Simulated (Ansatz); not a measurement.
```
V Y
1.0
     3.61524    0.00000    0.00000
     0.00000    3.61524    0.00000
     0.00000    0.00000    3.61644
V Y
1 1
Direct
  0.00000 0.00000 0.00000
  0.50000 0.50000 0.50000
```

Space group Pm-3m; started from the CuAu (L1_0) prototype, which need not be the ambient phase; spin-polarised.

Theory: DFT r2SCAN, scalar-relativistic, plane waves, PAW in Ansatz 0.2.0.

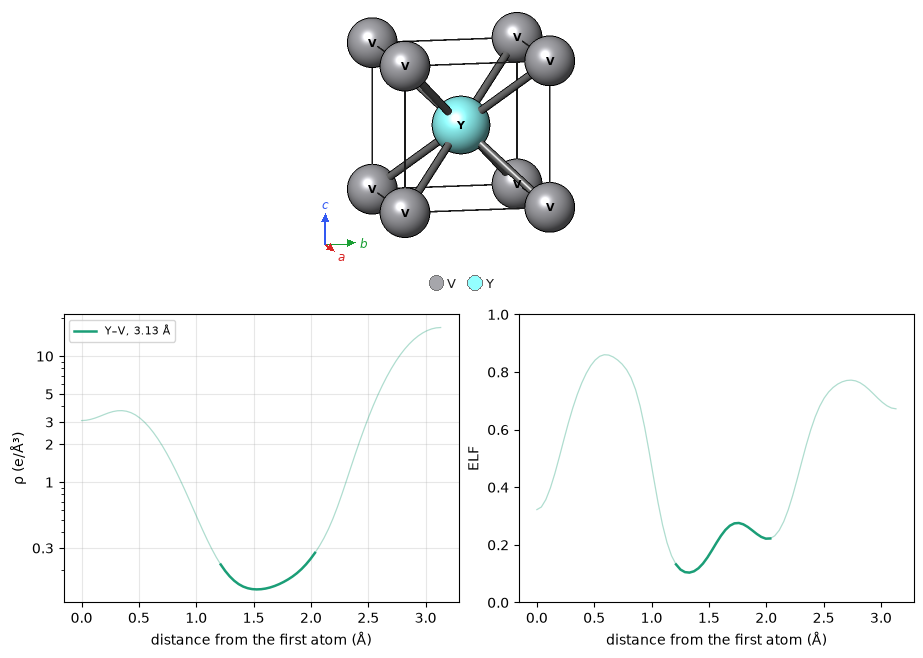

YV. Valence charge density (pseudo) and electron localisation function along straight lines between neighbouring atoms. Thin, pale parts lie inside the atomic spheres. The structure is drawn too.

In a PAW calculation such maps are meaningful between the atoms, not at the nuclei.

What can be read from the curves?

Y–V (3.13 Å): ρ is about 0.14 e/Å³ halfway; the ELF is about 0.20 at the midpoint; no shared electron pair shows on this line.
